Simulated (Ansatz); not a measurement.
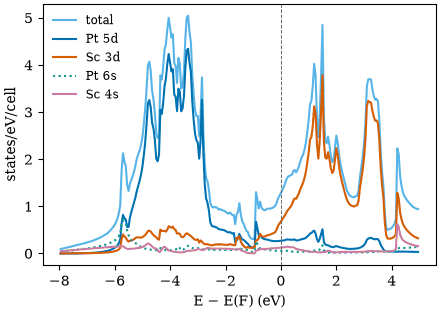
*Total and projected density of states of ScPt (CsCl type, Pm-3m), LDA in the plane-wave PAW code Ansatz*

Problem. Which orbitals carry the states next to the Fermi level?

Solution. Within 0.5 eV of the Fermi level: Sc 3d 53 %, Pt 5d 21 %, Sc 4s 9 %, outside the projected shells 11 %. Projections are on Löwdin-orthogonalised atomic valence shells; empty p or d shells of many metals are not among them.

Problem. Where is the tallest occupied peak in this window, and what makes it?

Solution. Near -3.3 eV, about 5.0 states/eV per cell; the largest projected share is Pt 5d.

The first step of the workflow began from a Materials Project structure, measured or hypothetical; the Crystallography Open Database files this formula in space group No. 221, but the cells were not matched. Whether it is the stable phase at ambient conditions was not checked. The cell was relaxed with LDA under the symmetry of its start; of distortions, only those at the zone centre were tested. No spin polarisation was allowed. Scalar-relativistic: spin–orbit coupling is off unless named, which matters more the heavier the elements.

Potentials: the later of the program's two PAW sets.
